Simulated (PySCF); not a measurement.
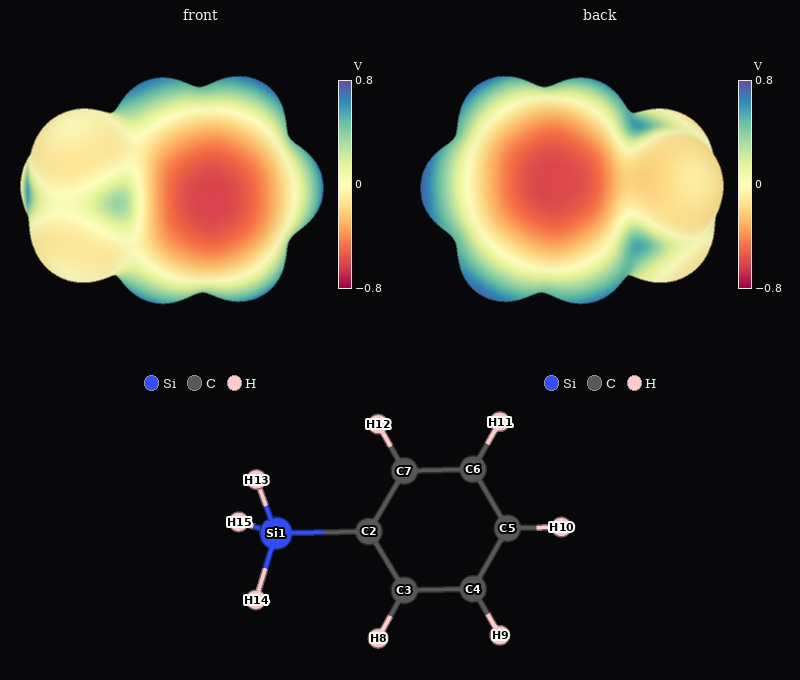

*C₆H₈Si (SiPhH3). The electrostatic potential painted on the density surface at 0.001 e/bohr³, seen from the front and from behind; the colour scale runs from red (negative) to blue (positive). The bare structure is drawn below in the same view.*

Geometry: PBE0-D3(BJ)/def2-SVP.

All numbers below come from PySCF, wB97X-D/def2-SVPD, SCF density, gas phase.

```xyz
15

Si    0.0164    0.0295   -2.4752
C     0.0120    0.0192   -0.5968
C    -1.0209    0.6370    0.1245
C    -1.0424    0.6036    1.5179
C    -0.0269   -0.0490    2.2151
C     1.0091   -0.6663    1.5152
C     1.0269   -0.6308    0.1221
H    -1.8221    1.1585   -0.4077
H    -1.8542    1.0923    2.0624
H    -0.0409   -0.0741    3.3076
H     1.8093   -1.1757    2.0579
H     1.8502   -1.1152   -0.4117
H     1.4224    0.0408   -2.9827
H    -0.7072    1.2374   -2.9766
H    -0.6643   -1.1834   -3.0281
```

Q: Where is the surface potential most negative and most positive?

A: The most negative region (about −0.6 V, or −14 kcal/mol for a unit charge) lies over the π face of the C atoms, the most positive (about +0.7 V, or +16 kcal/mol for a unit charge) over H9, H10 and H11.

Q: What dipole moment does the calculation give?

A: Its dipole moment is 0.91 D.
